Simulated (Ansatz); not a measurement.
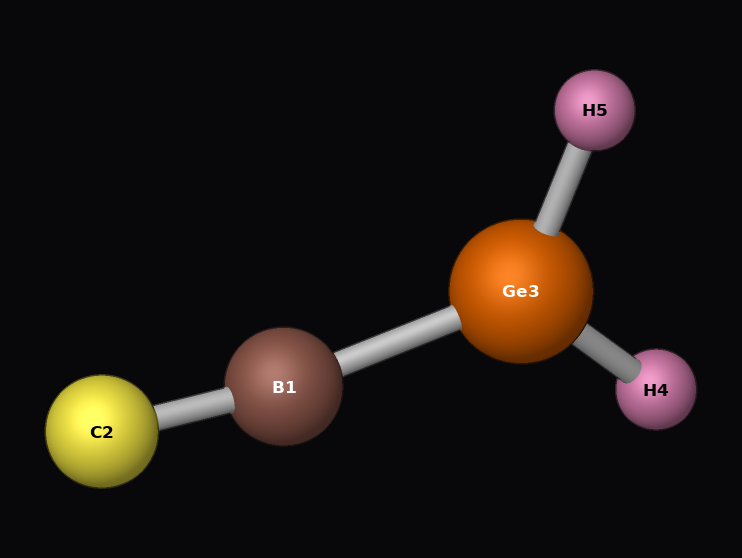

The questions are on Mulliken charges. Charge 0, doublet. Computed geometry: PBE0-D4/def2-TZVP optimisation. No frequency run is at hand to confirm it as a minimum. Properties computed with UKS PBE0-D4/def2-TZVP (Ansatz 0.2.0).

Give the Mulliken charges atom by atom.

```
atom  value (e)
  B1      −0.10
  C2      −0.05
 Ge3       0.01
  H4       0.07
  H5       0.07
```

The determinant isn't a pure spin state (⟨S²⟩ up to 1.09).

Mulliken values depend strongly on the basis set and can even reverse the polarity of a bond.
